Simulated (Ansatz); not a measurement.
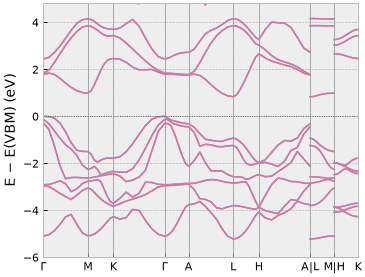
Fig. 1. Band structure from the program Ansatz at the PBE+D3(BJ) with spin–orbit coupling level (PAW)

Problem. Read off the gap and where the band edges lie.

Solution. About 0.8 eV (0.83 eV by a search for the band edges); maximum at Γ, minimum at L.

The material is HfS$_{2}$ (CdI2 type, P-3m1).

The PBE+D3(BJ) relaxation kept the symmetry of its start; phonons on a q-mesh show no instability. No spin polarisation was allowed.

Potentials: the later of the program's two PAW sets.
